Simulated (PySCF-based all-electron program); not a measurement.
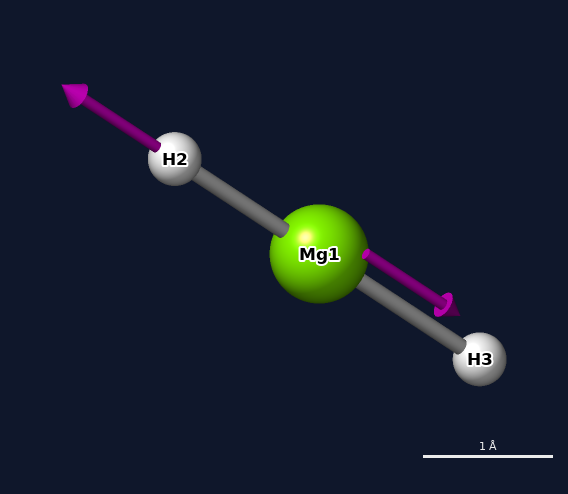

Arrows show the forces on the atoms, 0.5 Å of arrow for 1 eV/Å; forces under a tenth of the largest aren't drawn. Level of theory: PBE, all-electron, scalar-relativistic (spin-free Dirac), large uncontracted Gaussian sets (PySCF-based all-electron program).

> Along which bond is the force strongest?

Mg1–H2, now 1.544 Å: the forces push its atoms apart, so a first step downhill lengthens it.

List the force components in the frame of the picture (x right, y up, z towards the viewer), in eV/Å.

```tsv
atom	Fx	Fy	Fz
Mg1	1.47	−0.97	−1.00
H2	−1.49	0.98	1.01
H3	0.02	−0.01	−0.01
```
